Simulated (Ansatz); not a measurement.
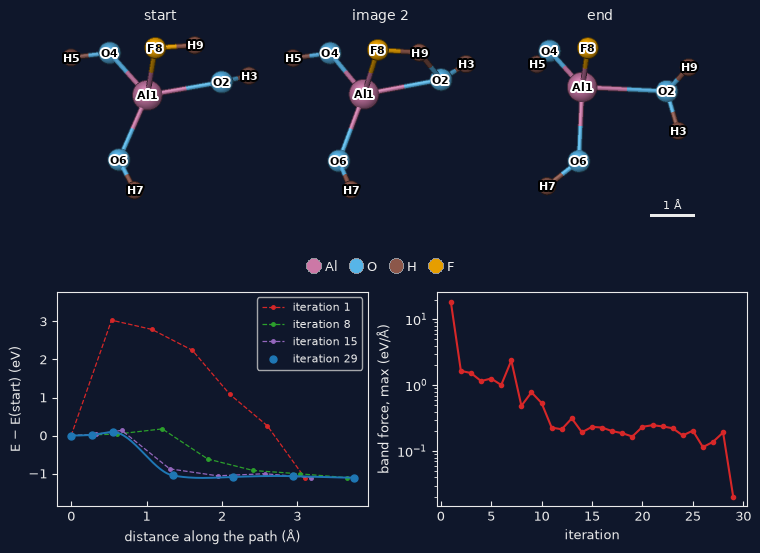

A nudged-elastic-band calculation for AlH4O3F. Images are numbered from 0 (start) to 6 (end). The plot follows the band through its iterations. Style: ball-and-stick. Shown at a tilt.

Level of theory: Ansatz, RHF/def2-SVP. Settings: 5 movable images; climbing image; force threshold 0.03 eV/Å; iteration limit 60; starting path through a guess of the saddle point.

Q: How did the profile develop, and is the result final?

A: The run is converged, with reservations. The band converged in 29 iterations. The largest component of the band force went from 19 to 0.02 eV/Å. The climbing image converged on the top of the path. Its vibrational analysis gives one imaginary mode (851i cm⁻¹), as a transition state must have. The first iteration put the highest image at 3.03 eV. The highest point, image 2, lies 0.09 eV above the start and 1.20 eV above the end; the end is at −1.11 eV relative to the start.

Limits of the set-up: Hartree-Fock leaves out electron correlation.
